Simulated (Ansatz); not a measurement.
# Which functional for work functions? 8 faces: 5d metals

Five functionals are run on the same slabs. Which comes nearest to measured work functions, is its error a steady shift or a scatter, and what does it cost?

Measured values are compiled ones, as quoted in “Anisotropic work function of elemental crystals” (2019, arxiv:1902.07811).

How it was computed: Ansatz 0.2.0, plane waves with PAW datasets (its set soft_2) at their recommended cutoffs; symmetric slabs of 7 layers (11 for bcc (111)) cut at the tabulated experimental lattice constant, atoms at bulk places, 18 Å of vacuum, k-spacing 0.16 Å⁻¹ (2π included), Fermi-Dirac smearing of 0.1 eV, SCF threshold 1e-9 eV; spin-polarised where the metal is Fe, Co or Ni. The work function is the vacuum level less the Fermi level; differences are formed before rounding. CPU times are from shared hosts of several kinds.

What came out:

```
                                             face  measured (eV)  LDA error (eV)  PBEsol error (eV)  r2SCAN error (eV)  PBE error (eV)  RPBE error (eV)
                                          Ta(100)            4.1           +0.13              −0.02              −0.07           −0.10            −0.23
                                          Ta(110)           4.74           +0.27              +0.14              +0.15           +0.05            −0.07
                                          Ta(111)            3.5           +0.27              +0.07              −0.04            0.00            −0.15
                                           W(110)           5.25           −0.08              −0.25              −0.27           −0.35            −0.48
                                           W(111)           4.47           −0.23              −0.43              −0.51           −0.51            −0.66
                                         Re(0001)           5.15           +0.18               0.00              −0.05           −0.12            −0.26
                                          Ir(111)           5.78           +0.09              −0.14              −0.23           −0.28            −0.43
                                          Pt(111)           5.91           +0.14              −0.11              −0.18           −0.25            −0.41
                                       mean error                          +0.10              −0.09              −0.15           −0.20            −0.34
                              mean absolute error                           0.17               0.15               0.19            0.21             0.34
                            spread about the mean                           0.16               0.17               0.18            0.18             0.18
mean absolute error, PBE's relaxation shift added                           0.17               0.19               0.22            0.25             0.36
            CPU time over PBE's (median, rounded)                              1                  1                  2               1                1
```

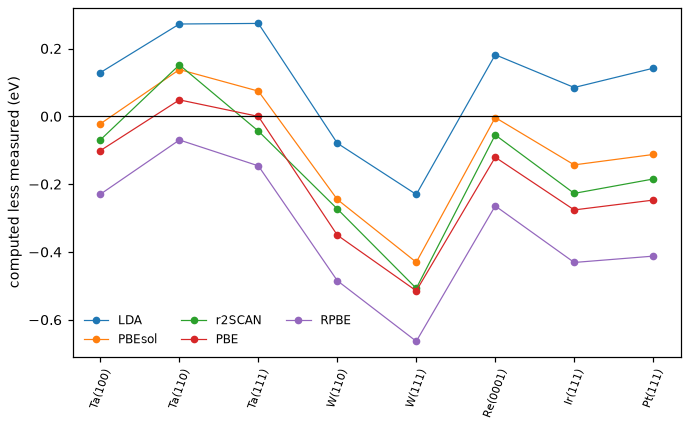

Errors by face.

**Answer.** PBEsol has the smallest mean absolute error, 0.15 eV, but LDA, r2SCAN and PBE are within 0.1 eV of it, which measured values of this quality can't tell apart. PBEsol's error is mostly scatter (mean −0.09, spread 0.17 eV), and its worst face is W(111), where relaxation alone moves PBE by +0.23 eV. Relaxation moves PBE's values by −0.18 to +0.32 eV; with that shift added to every functional (zero where a face has no relaxed run), the two smallest errors are 0.17 eV (LDA) and 0.19 eV (PBEsol). The mean errors run from −0.34 to +0.10 eV, while the spread about the mean stays between 0.16 and 0.18 eV: the functionals differ from each other mostly by a common shift. PBE is low on average by 0.20 eV. r2SCAN, at its higher cutoff, takes about 2.1 times PBE's time (median) for a mean absolute error of 0.19 eV against PBE's 0.21 eV.

What the numbers leave out: Compiled measured values differ between sources by a tenth of an eV or more, which bounds what the ranking can tell. The slabs are unrelaxed and share the tabulated experimental lattice constant; faces that reconstruct, and Cr, whose antiferromagnetism these cells miss, and faces where a run is missing or in doubt, are left out. Spin-orbit coupling is left out. The table is a selection: not every member that was run is listed.

[Logs are printed without paths, hosts, clocks, repeated set-up lines and the standing remarks that a program may print on its own settings, such as how far it seeks lower states.]
